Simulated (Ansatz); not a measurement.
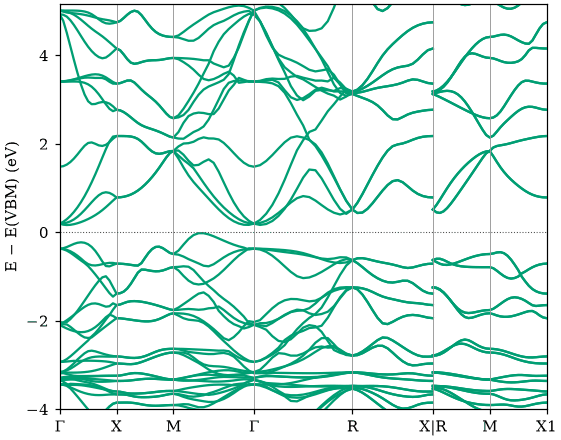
Figure. Band structure from r²SCAN in the plane-wave PAW code Ansatz

The gap is 0.16 eV; an edge lies off the plotted path or next to a special point (maximum off the standard path, minimum on the Γ–X line, 14 % of the way from Γ).

### Question
Which of these materials gives this?
A. TaCu3Te4, P-43m (Ta on 1a, Cu on 3d, Te on 4e)
B. ZnSe2, Pa-3 (Zn on 4a, Se on 8c)
C. SnTePt, P2_13 (Sn on 4a, Te on 4a, Pt on 4a)
D. MgTe2, Pa-3 (Mg on 4a, Te on 8c)

### Answer
C, SnTePt, P2_13 (Sn on 4a, Te on 4a, Pt on 4a)

The first step of the workflow began from a Materials Project structure, measured or hypothetical; the Crystallography Open Database copy checked does not list it. Whether it is the stable phase at ambient conditions was not checked. The cell was relaxed with r²SCAN under the symmetry of its start; whether a distortion lowers the energy is not shown. The run is not spin-polarised. Spin–orbit coupling is left out wherever it is not named.

Potentials: the later of the program's two PAW sets.
